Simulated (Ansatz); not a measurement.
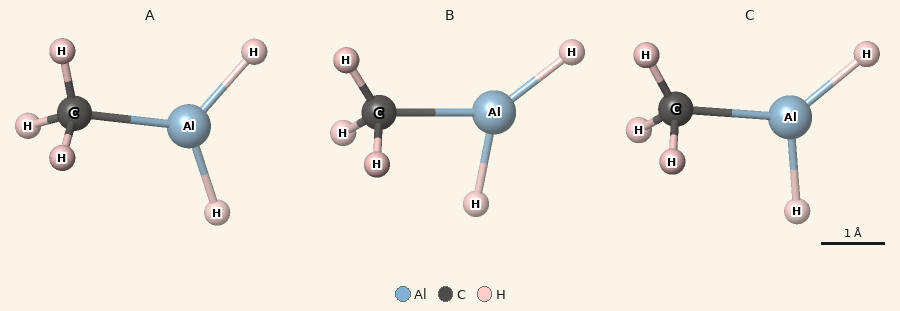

3 geometries from one relaxation of CH5Al, in shuffled order. Style: ball-and-stick. Shown from a free direction.

The run prepares an end point of a later path (reaction) calculation, from a guessed geometry.

These are results of Ansatz 0.2.0, RHF/6-31G*, not measurements. (no spin polarisation; force threshold 0.03 eV/Å; at most 50 steps)

Q: Order the frames from highest to lowest energy.

A: B, C, A. They are steps 0, 2, 6, at +15.9 kcal/mol, +3.81 kcal/mol relative to the last. The energy falls by 15.9 kcal/mol in 6 geometry steps. Largest force component: 1.8 eV/Å at the start, 0.0067 eV/Å at the end. The atom that moves furthest after the best rigid fit is an H atom (0.73 Å). By element the largest moves are H 0.73 Å, Al 0.24 Å, C 0.08 Å. Near-neighbour distances that change, for instance: Al–H 1.550 → 1.589 Å, Al–C 1.946 → 1.972 Å, Al–H 1.577 → 1.589 Å. Bond angles that change, for instance: C–Al–H 84.8° → 120.0°, C–Al–H 140.0° → 121.4°, H–Al–H 135.2° → 118.6°. The run took 4.2 s on 1 thread of Arm Neoverse V1, on a shared host, peak memory 0.092 GiB.

Limits of the set-up: Hartree-Fock leaves out electron correlation.
